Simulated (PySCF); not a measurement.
# QCISD(T)/STO-6G run of [NO2]+ (SMILES O=[N+]=O)

Aim: the energy change on altering one bond length of [NO2]+ at QCISD(T)/STO-6G, from 2 runs. 

Program for the calculation: PySCF 2.14.0.

8 further runs of the same task are left out: 8 set aside as unsound or not needed.

**1. The structure to begin with**

[NO2]+: 3 atoms, total charge +1, spin state singlet. SMILES: `O=[N+]=O`. Geometry: relaxed at GFN2-xTB.

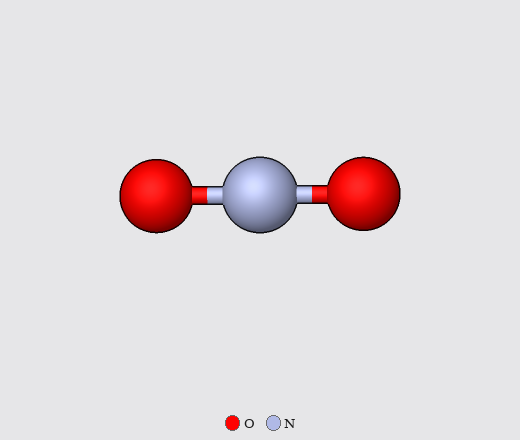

The structure, seen from a chosen angle (oxygen red, nitrogen light blue).

**2. A single-point energy at QCISD(T)/STO-6G**

Input file job.py:

```python
from pyscf import gto, scf, cc

mol = gto.M(
    atom=[
    ('O', (-0.563200, 0.911190, -0.206000)),
    ('N', (-0.000010, -0.000010, -0.000000)),
    ('O', (0.563210, -0.911180, 0.206000)),
],
    charge=1,
    basis='sto-6g',
    max_memory=1860,
    verbose=3,
)

mf = scf.RHF(mol)
mf.conv_tol = 1e-10
mf.kernel()
if not mf.converged:
    mf = mf.newton().run(mf.mo_coeff, mf.mo_occ)

mycc = cc.QCISD(mf, frozen=3)
mycc.kernel()
e_t = mycc.qcisd_t()
e_final = mycc.e_tot + e_t
print('Final energy', e_final)
```

Launch:

```
$ OMP_NUM_THREADS=1 python job.py
```

Log:

```text
converged SCF energy = -202.830142868755
E(QCISD) = -203.0765239395233  E_corr = -0.24638107076844
QCISD(T) correction = -0.0216830550021768
Final energy -203.09820699452544
```

It took 0.66 s on 1 thread of Arm Neoverse V2, shared host; peak memory 0.1 GiB.

**3. The distorted shape, same level**

Input file calc.py:

```python
from pyscf import gto, cc

mol = gto.M(
    atom='O -1.013790 1.640149 -0.370805; N -0.450600 0.728949 -0.164805; O 0.563210 -0.911180 0.206000',
    max_memory=1860,
    spin=0,
    basis='sto-6g',
    verbose=3,
    charge=1,
)

calc0 = mol.RHF()
calc0.conv_tol = 1e-10
calc0.kernel()
if not calc0.converged:
    calc0 = calc0.newton().run(calc0.mo_coeff, calc0.mo_occ)

mycc = cc.QCISD(calc0, frozen=3)
mycc.kernel()
e_t = mycc.qcisd_t()
etot = mycc.e_tot + e_t
print('E(%s) = %.9f' % ('QCISD(T)', etot))
```

Launch:

```
$ OMP_NUM_THREADS=1 python calc.py
```

Log:

```text
converged SCF energy = -202.79216549784
E(QCISD) = -203.0088013302318  E_corr = -0.216635832392211
QCISD(T) correction = -0.0085053481078781
E(QCISD(T)) = -203.017306678
```

Wall time 0.93 s (1 thread of Arm Neoverse V2, shared host); peak memory 0.11 GiB.

**4. Outcome**

Level: QCISD(T)/STO-6G, 3 core orbitals frozen.

| quantity | value |
| --- | --- |
| first shape: total energy | -203.09821 Eh |
| first shape: HOMO energy (Hartree–Fock orbitals) | -24.27 eV |
| first shape: LUMO energy (Hartree–Fock orbitals) | -6.07 eV |
| first shape: HOMO–LUMO gap (Hartree–Fock orbitals) | 18.20 eV |
| first shape: correlation energy (3 core orbitals frozen) | -268.1 mEh |
| first shape: (T) correction | -21.68 mEh |
| first shape: T1 diagnostic | 0.020 |
| distorted shape: total energy | -203.01731 Eh |
| distorted shape: HOMO energy (Hartree–Fock orbitals) | -18.05 eV |
| distorted shape: LUMO energy (Hartree–Fock orbitals) | -8.17 eV |
| distorted shape: HOMO–LUMO gap (Hartree–Fock orbitals) | 9.88 eV |
| distorted shape: correlation energy (3 core orbitals frozen) | -225.1 mEh |
| distorted shape: (T) correction | -8.51 mEh |
| distorted shape: T1 diagnostic | 0.022 |
| energy change with the N2–O3 bond stretched from 1.091 to 1.963 Å | 2.201 eV |

What this shows: With the N2–O3 bond stretched from 1.091 to 1.963 Å the energy rises by 2.20 eV (212 kJ/mol). The first shape isn't relaxed at this level, so the change isn't measured from a minimum. The minimal basis adds a large error of its own. The T1 diagnostic (first shape) of 0.020 is above the customary mark for such species, so a single reference may not serve. The triples (first shape) make up 8.1 % of the correlation energy. The T1 diagnostic (distorted shape) of 0.022 is above the customary mark for such species, so a single reference may not serve. The triples (distorted shape) make up 3.8 % of the correlation energy.
